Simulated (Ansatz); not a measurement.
## Molecular dynamics, with input and output: ZrHClF4 (part 5 of 5)

ZrHClF4; RKS r2SCAN/def2-SVP (Ansatz 0.2.0). It belongs to a series of runs on one base structure; here: dynamics from the highest image of the converged band.

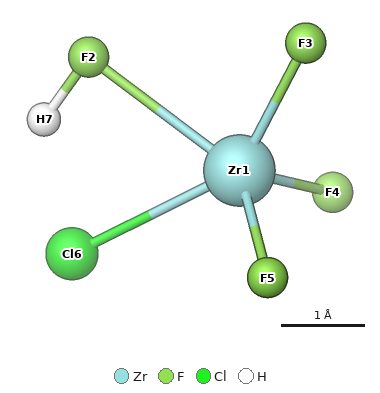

The geometry at step 178 of the log (ball-and-stick view, seen at a tilt; atoms are numbered from 1 in the order of the input).

Trajectory as extended XYZ, continued
```
7
Properties=species:S:1:pos:R:3:forces:R:3 step=154 time_fs=77.0 energy=-24679.38015 temperature=167.7
Zr   -0.3106   -0.0138   -0.0369   -0.2657   0.0725   0.2593
F    -0.0312   -0.0056    2.2003   -0.0682   0.0138  -0.0332
F     1.5869    0.0711   -0.0609   -0.0510  -0.0814   0.1733
F    -0.6723    1.5346   -1.0438   -0.0367   0.0238  -0.1249
F    -0.6841   -1.5720   -1.0381    0.0471   0.0398  -0.0115
Cl   -2.5008    0.0901    1.3024    0.0228  -0.0099  -0.0926
H    -1.0562    0.0543    2.3231    0.3517  -0.0585  -0.1704
7
Properties=species:S:1:pos:R:3:forces:R:3 step=156 time_fs=78.0 energy=-24679.38201 temperature=170.6
Zr   -0.3123   -0.0133   -0.0371   -0.2579   0.0757   0.2427
F    -0.0312   -0.0045    2.2024   -0.0437  -0.0042  -0.0299
F     1.5846    0.0683   -0.0577   -0.0246  -0.0754   0.1741
F    -0.6733    1.5351   -1.0451   -0.0329   0.0181  -0.1219
F    -0.6828   -1.5718   -1.0390    0.0430   0.0393  -0.0115
Cl   -2.4955    0.0895    1.3010   -0.0432  -0.0156  -0.0872
H    -1.0551    0.0470    2.3260    0.3592  -0.0379  -0.1663
7
Properties=species:S:1:pos:R:3:forces:R:3 step=158 time_fs=79.0 energy=-24679.38470 temperature=174.7
Zr   -0.3140   -0.0127   -0.0372   -0.2602   0.0802   0.2106
F    -0.0312   -0.0034    2.2046    0.0531  -0.0252  -0.0307
F     1.5823    0.0654   -0.0544    0.0026  -0.0694   0.1765
F    -0.6742    1.5356   -1.0465   -0.0276   0.0108  -0.1178
F    -0.6815   -1.5715   -1.0399    0.0399   0.0395  -0.0111
Cl   -2.4902    0.0889    1.2995   -0.1083  -0.0217  -0.0921
H    -1.0506    0.0393    2.3274    0.3005  -0.0140  -0.1354
7
Properties=species:S:1:pos:R:3:forces:R:3 step=160 time_fs=80.0 energy=-24679.38729 temperature=178.7
Zr   -0.3157   -0.0121   -0.0373   -0.2699   0.0858   0.1660
F    -0.0312   -0.0023    2.2067    0.2176  -0.0471  -0.0362
F     1.5800    0.0624   -0.0510    0.0302  -0.0635   0.1803
F    -0.6752    1.5360   -1.0479   -0.0213   0.0020  -0.1128
F    -0.6802   -1.5712   -1.0408    0.0375   0.0401  -0.0103
Cl   -2.4849    0.0882    1.2980   -0.1722  -0.0277  -0.1050
H    -1.0432    0.0315    2.3274    0.1781   0.0104  -0.0820
7
Properties=species:S:1:pos:R:3:forces:R:3 step=162 time_fs=81.0 energy=-24679.38851 temperature=180.6
Zr   -0.3175   -0.0116   -0.0373   -0.2820   0.0921   0.1142
F    -0.0310   -0.0012    2.2089    0.4316  -0.0674  -0.0462
F     1.5777    0.0595   -0.0476    0.0569  -0.0576   0.1847
F    -0.6762    1.5365   -1.0494   -0.0144  -0.0077  -0.1071
F    -0.6789   -1.5709   -1.0417    0.0354   0.0410  -0.0094
Cl   -2.4796    0.0876    1.2965   -0.2345  -0.0333  -0.1213
H    -1.0342    0.0237    2.3267    0.0069   0.0329  -0.0148
7
Properties=species:S:1:pos:R:3:forces:R:3 step=164 time_fs=82.0 energy=-24679.38773 temperature=179.4
Zr   -0.3192   -0.0110   -0.0374   -0.2899   0.0987   0.0618
F    -0.0307   -0.0002    2.2110    0.6576  -0.0840  -0.0588
F     1.5755    0.0565   -0.0440    0.0818  -0.0518   0.1888
F    -0.6772    1.5370   -1.0509   -0.0075  -0.0176  -0.1011
F    -0.6776   -1.5706   -1.0426    0.0331   0.0418  -0.0085
Cl   -2.4745    0.0870    1.2950   -0.2956  -0.0383  -0.1354
H    -1.0251    0.0163    2.3259   -0.1795   0.0512   0.0532
7
Properties=species:S:1:pos:R:3:forces:R:3 step=166 time_fs=83.0 energy=-24679.38575 temperature=176.4
Zr   -0.3211   -0.0104   -0.0375   -0.2866   0.1054   0.0156
F    -0.0300    0.0008    2.2130    0.8396  -0.0961  -0.0702
F     1.5733    0.0535   -0.0403    0.1035  -0.0462   0.1916
F    -0.6782    1.5374   -1.0525   -0.0014  -0.0273  -0.0949
F    -0.6762   -1.5702   -1.0435    0.0301   0.0422  -0.0078
Cl   -2.4694    0.0863    1.2934   -0.3559  -0.0427  -0.1416
H    -1.0178    0.0094    2.3256   -0.3294   0.0647   0.1073
7
Properties=species:S:1:pos:R:3:forces:R:3 step=168 time_fs=84.0 energy=-24679.38430 temperature=174.2
Zr   -0.3229   -0.0098   -0.0375   -0.2669   0.1115  -0.0192
F    -0.0289    0.0017    2.2151    0.9218  -0.1046  -0.0764
F     1.5711    0.0504   -0.0366    0.1210  -0.0408   0.1923
F    -0.6791    1.5379   -1.0542    0.0036  -0.0362  -0.0888
F    -0.6749   -1.5699   -1.0444    0.0261   0.0419  -0.0073
Cl   -2.4643    0.0856    1.2918   -0.4162  -0.0464  -0.1356
H    -1.0135    0.0031    2.3262   -0.3893   0.0746   0.1351
7
Properties=species:S:1:pos:R:3:forces:R:3 step=170 time_fs=85.0 energy=-24679.38442 temperature=174.3
Zr   -0.3248   -0.0092   -0.0376   -0.2288   0.1168  -0.0406
F    -0.0273    0.0026    2.2171    0.8763  -0.1116  -0.0751
F     1.5690    0.0473   -0.0327    0.1339  -0.0356   0.1906
F    -0.6801    1.5383   -1.0559    0.0072  -0.0442  -0.0828
F    -0.6735   -1.5695   -1.0453    0.0208   0.0409  -0.0072
Cl   -2.4595    0.0850    1.2901   -0.4768  -0.0497  -0.1161
H    -1.0129   -0.0025    2.3282   -0.3327   0.0832   0.1311
7
Properties=species:S:1:pos:R:3:forces:R:3 step=172 time_fs=86.0 energy=-24679.38535 temperature=175.7
Zr   -0.3267   -0.0086   -0.0376   -0.1743   0.1211  -0.0503
F    -0.0253    0.0034    2.2190    0.7216  -0.1190  -0.0670
F     1.5670    0.0443   -0.0287    0.1422  -0.0305   0.1868
F    -0.6811    1.5387   -1.0576    0.0097  -0.0512  -0.0770
F    -0.6721   -1.5691   -1.0463    0.0145   0.0394  -0.0074
Cl   -2.4547    0.0843    1.2884   -0.5372  -0.0524  -0.0845
H    -1.0154   -0.0073    2.3314   -0.1765   0.0927   0.0994
7
Properties=species:S:1:pos:R:3:forces:R:3 step=174 time_fs=87.0 energy=-24679.38542 temperature=175.8
Zr   -0.3286   -0.0079   -0.0377   -0.1092   0.1240  -0.0535
F    -0.0229    0.0042    2.2209    0.5112  -0.1272  -0.0554
F     1.5651    0.0412   -0.0247    0.1467  -0.0256   0.1817
F    -0.6821    1.5391   -1.0594    0.0114  -0.0575  -0.0714
F    -0.6707   -1.5686   -1.0472    0.0076   0.0376  -0.0078
Cl   -2.4501    0.0836    1.2867   -0.5962  -0.0545  -0.0452
H    -1.0195   -0.0112    2.3355    0.0286   0.1031   0.0516
7
Properties=species:S:1:pos:R:3:forces:R:3 step=176 time_fs=88.0 energy=-24679.38381 temperature=173.3
Zr   -0.3306   -0.0073   -0.0378   -0.0414   0.1258  -0.0567
F    -0.0203    0.0049    2.2228    0.3056  -0.1349  -0.0435
F     1.5632    0.0380   -0.0205    0.1484  -0.0207   0.1764
F    -0.6831    1.5394   -1.0612    0.0130  -0.0632  -0.0660
F    -0.6693   -1.5682   -1.0481    0.0008   0.0360  -0.0082
Cl   -2.4456    0.0828    1.2850   -0.6525  -0.0559  -0.0041
H    -1.0234   -0.0142    2.3401    0.2261   0.1129   0.0021
7
Properties=species:S:1:pos:R:3:forces:R:3 step=178 time_fs=89.0 energy=-24679.38132 temperature=169.5
Zr   -0.3325   -0.0066   -0.0378    0.0215   0.1262  -0.0662
F    -0.0175    0.0055    2.2247    0.1518  -0.1402  -0.0334
F     1.5614    0.0349   -0.0163    0.1484  -0.0159   0.1718
F    -0.6841    1.5398   -1.0630    0.0151  -0.0687  -0.0607
F    -0.6679   -1.5677   -1.0490   -0.0054   0.0349  -0.0084
Cl   -2.4413    0.0821    1.2833   -0.7044  -0.0563   0.0326
H    -1.0252   -0.0160    2.3448    0.3730   0.1200  -0.0356
7
Properties=species:S:1:pos:R:3:forces:R:3 step=180 time_fs=90.0 energy=-24679.37956 temperature=166.8
Zr   -0.3345   -0.0060   -0.0379    0.0733   0.1255  -0.0866
F    -0.0146    0.0061    2.2266    0.0782  -0.1415  -0.0265
F     1.5597    0.0318   -0.0120    0.1475  -0.0110   0.1688
F    -0.6850    1.5400   -1.0649    0.0182  -0.0742  -0.0556
F    -0.6665   -1.5673   -1.0500   -0.0106   0.0346  -0.0085
Cl   -2.4373    0.0814    1.2816   -0.7507  -0.0556   0.0603
H    -1.0234   -0.0167    2.3491    0.4441   0.1224  -0.0520
7
Properties=species:S:1:pos:R:3:forces:R:3 step=182 time_fs=91.0 energy=-24679.37962 temperature=166.9
Zr   -0.3364   -0.0053   -0.0380    0.1111   0.1236  -0.1194
F    -0.0117    0.0066    2.2284    0.0994  -0.1382  -0.0240
F     1.5580    0.0286   -0.0076    0.1462  -0.0062   0.1677
F    -0.6860    1.5403   -1.0668    0.0226  -0.0797  -0.0506
F    -0.6651   -1.5668   -1.0509   -0.0146   0.0351  -0.0083
Cl   -2.4334    0.0806    1.2799   -0.7908  -0.0538   0.0766
H    -1.0175   -0.0162    2.3529    0.4262   0.1192  -0.0421
7
Properties=species:S:1:pos:R:3:forces:R:3 step=184 time_fs=92.0 energy=-24679.38121 temperature=169.3
Zr   -0.3383   -0.0046   -0.0381    0.1353   0.1204  -0.1631
F    -0.0087    0.0070    2.2303    0.2185  -0.1301  -0.0279
F     1.5565    0.0255   -0.0031    0.1445  -0.0013   0.1684
F    -0.6869    1.5405   -1.0687    0.0280  -0.0848  -0.0459
F    -0.6637   -1.5662   -1.0519   -0.0176   0.0363  -0.0079
Cl   -2.4297    0.0798    1.2782   -0.8243  -0.0509   0.0822
H    -1.0075   -0.0146    2.3564    0.3156   0.1106  -0.0059
7
Properties=species:S:1:pos:R:3:forces:R:3 step=186 time_fs=93.0 energy=-24679.38275 temperature=171.7
Zr   -0.3402   -0.0039   -0.0382    0.1502   0.1158  -0.2130
F    -0.0056    0.0074    2.2321    0.4226  -0.1186  -0.0398
F     1.5550    0.0224    0.0015    0.1420   0.0035   0.1701
F    -0.6879    1.5407   -1.0706    0.0340  -0.0894  -0.0416
F    -0.6623   -1.5657   -1.0528   -0.0197   0.0379  -0.0075
Cl   -2.4263    0.0790    1.2765   -0.8515  -0.0472   0.0808
H    -0.9945   -0.0120    2.3598    0.1224   0.0980   0.0509
7
Properties=species:S:1:pos:R:3:forces:R:3 step=188 time_fs=94.0 energy=-24679.38272 temperature=171.6
Zr   -0.3421   -0.0031   -0.0384    0.1629   0.1097  -0.2624
F    -0.0023    0.0077    2.2339    0.6722  -0.1055  -0.0588
F     1.5535    0.0192    0.0062    0.1379   0.0083   0.1718
F    -0.6888    1.5408   -1.0726    0.0400  -0.0929  -0.0379
F    -0.6610   -1.5651   -1.0538   -0.0217   0.0396  -0.0072
Cl   -2.4231    0.0782    1.2749   -0.8733  -0.0431   0.0784
H    -0.9804   -0.0084    2.3637   -0.1179   0.0840   0.1160
7
Properties=species:S:1:pos:R:3:forces:R:3 step=190 time_fs=95.0 energy=-24679.38127 temperature=169.5
Zr   -0.3440   -0.0024   -0.0386    0.1816   0.1018  -0.3034
F     0.0013    0.0079    2.2356    0.8940  -0.0934  -0.0792
F     1.5522    0.0161    0.0109    0.1310   0.0131   0.1722
F    -0.6897    1.5408   -1.0746    0.0453  -0.0950  -0.0350
F    -0.6596   -1.5646   -1.0547   -0.0240   0.0410  -0.0072
Cl   -2.4201    0.0774    1.2733   -0.8914  -0.0387   0.0815
H    -0.9675   -0.0040    2.3687   -0.3365   0.0712   0.1711
7
Properties=species:S:1:pos:R:3:forces:R:3 step=192 time_fs=96.0 energy=-24679.38053 temperature=168.3
Zr   -0.3458   -0.0016   -0.0388    0.2134   0.0922  -0.3300
F     0.0054    0.0081    2.2374    0.9997  -0.0834  -0.0911
F     1.5509    0.0130    0.0158    0.1206   0.0178   0.1702
F    -0.6905    1.5409   -1.0766    0.0493  -0.0953  -0.0330
F    -0.6583   -1.5640   -1.0557   -0.0272   0.0417  -0.0076
Cl   -2.4173    0.0766    1.2717   -0.9072  -0.0343   0.0954
H    -0.9576    0.0011    2.3753   -0.4486   0.0612   0.1961
7
Properties=species:S:1:pos:R:3:forces:R:3 step=194 time_fs=97.0 energy=-24679.38227 temperature=171.0
Zr   -0.3476   -0.0009   -0.0390    0.2610   0.0809  -0.3396
F     0.0100    0.0082    2.2390    0.9323  -0.0745  -0.0849
F     1.5496    0.0098    0.0207    0.1064   0.0225   0.1652
F    -0.6914    1.5408   -1.0786    0.0517  -0.0938  -0.0320
F    -0.6569   -1.5633   -1.0566   -0.0314   0.0417  -0.0085
Cl   -2.4149    0.0757    1.2701   -0.9216  -0.0297   0.1224
H    -0.9520    0.0068    2.3838   -0.3985   0.0528   0.1774
7
Properties=species:S:1:pos:R:3:forces:R:3 step=196 time_fs=98.0 energy=-24679.38550 temperature=176.0
Zr   -0.3495   -0.0001   -0.0393    0.3222   0.0681  -0.3341
F     0.0151    0.0084    2.2407    0.7077  -0.0639  -0.0586
F     1.5485    0.0067    0.0257    0.0889   0.0272   0.1575
F    -0.6922    1.5408   -1.0807    0.0529  -0.0906  -0.0318
F    -0.6556   -1.5627   -1.0576   -0.0365   0.0411  -0.0098
Cl   -2.4126    0.0749    1.2686   -0.9344  -0.0250   0.1605
H    -0.9501    0.0130    2.3939   -0.2009   0.0430   0.1162
7
Properties=species:S:1:pos:R:3:forces:R:3 step=198 time_fs=99.0 energy=-24679.38754 temperature=179.1
Zr   -0.3512    0.0007   -0.0396    0.3896   0.0542  -0.3194
F     0.0205    0.0084    2.2423    0.4053  -0.0494  -0.0188
F     1.5473    0.0036    0.0308    0.0695   0.0319   0.1481
F    -0.6930    1.5406   -1.0827    0.0534  -0.0860  -0.0324
F    -0.6543   -1.5620   -1.0586   -0.0420   0.0401  -0.0115
Cl   -2.4107    0.0740    1.2671   -0.9440  -0.0201   0.2045
H    -0.9501    0.0196    2.4052    0.0681   0.0294   0.0295
7
Properties=species:S:1:pos:R:3:forces:R:3 step=200 time_fs=100.0 energy=-24679.38719 temperature=178.6
Zr   -0.3529    0.0014   -0.0399    0.4537   0.0396  -0.3031
F     0.0261    0.0085    2.2439    0.1205  -0.0313   0.0227
F     1.5462    0.0006    0.0360    0.0498   0.0366   0.1381
F    -0.6938    1.5405   -1.0848    0.0538  -0.0807  -0.0335
F    -0.6530   -1.5614   -1.0596   -0.0472   0.0389  -0.0133
Cl   -2.4089    0.0732    1.2657   -0.9486  -0.0151   0.2467
H    -0.9494    0.0264    2.4167    0.3180   0.0119  -0.0576
```

The run was set up as follows.

The input
```yaml
crystal:
  periodic: [false, false, false]
  atoms:
    - { symbol: Zr, position_ang: [-0.268024, 0.000839, -0.023174] }
    - { symbol: F, position_ang: [-0.082183, -0.10783, 2.072385] }
    - { symbol: F, position_ang: [1.621365, 0.079469, -0.111208] }
    - { symbol: F, position_ang: [-0.727609, 1.522209, -1.048336] }
    - { symbol: F, position_ang: [-0.672607, -1.586946, -0.963833] }
    - { symbol: Cl, position_ang: [-2.571529, 0.119772, 1.330913] }
    - { symbol: H, position_ang: [-1.284215, -0.027515, 2.119253] }
basis:
  gaussian: { orbitals: def2-SVP }
hamiltonian:
  xc: r2scan
md:
  timestep: 0.5
  n_steps: 200
  ensemble: nve
  temperature: 100.0
  initial_velocities: maxwell_boltzmann
  seed: 11007
```

Command:
```bash
ansatz run input.yaml --threads 4 --pin off --max-ram 5120MiB --backend cpu --events-out ev --progress --plain --runs-dir out
```

Results in brief

- outcome: finished
- mean temperature over the second half: 132 K
- trajectory: 200 steps, 100 fs
- ensemble: nve
- temperature in the input: 100.0 K
- time step: 0.5 fs
- potential energy (last step): −24679.3872 eV
- mean-field energy (last step): −24679.3872 eV
- largest force (length of the vector) (last step): 0.980 eV/Å
- hardware: 4 threads of Arm Neoverse V2, 24 GiB of memory available, shared host
- wall time: 7.8 min (CPU time 30 min)
- peak memory: 0.19 GiB

Remarks

So short a trajectory is not equilibrated.
